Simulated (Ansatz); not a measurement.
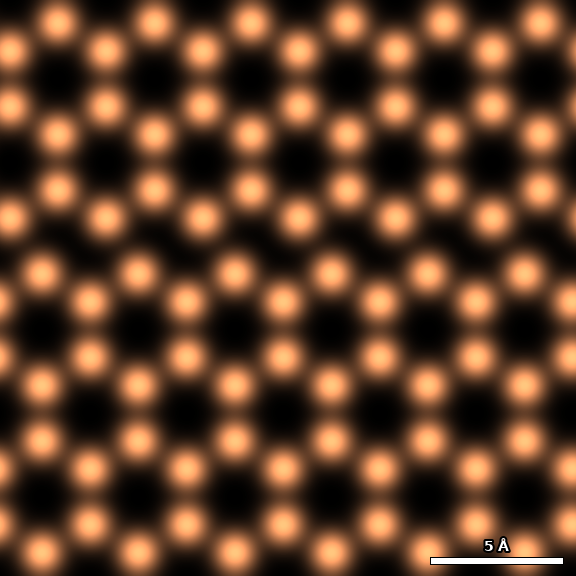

Z-contrast image of Y (P6_3/mmc, No. 194) along [001]. Simulation: incoherent imaging, intensity Z^1.6 per atom, probe width 1.30 Å, thin sample. The probe carries 15 % of its weight in a tail 2.5 times as wide.

One planar defect was built into the perfect crystal by geometry alone, without relaxation. Host structure: the end point of a relaxation at fixed volume with DFT HSE06, scalar-relativistic, plane waves, PAW (Ansatz 0.2.0).

**Where does the periodic pattern break, and how?**

A planar fault (a stacking fault) runs horizontally about 9 Å below the top edge. The part above it is shifted along the boundary by 2/3 of the 3.69 Å repeat of the rows (2.5 Å to the right, the same as 1.2 Å to the left); both parts keep the same orientation.
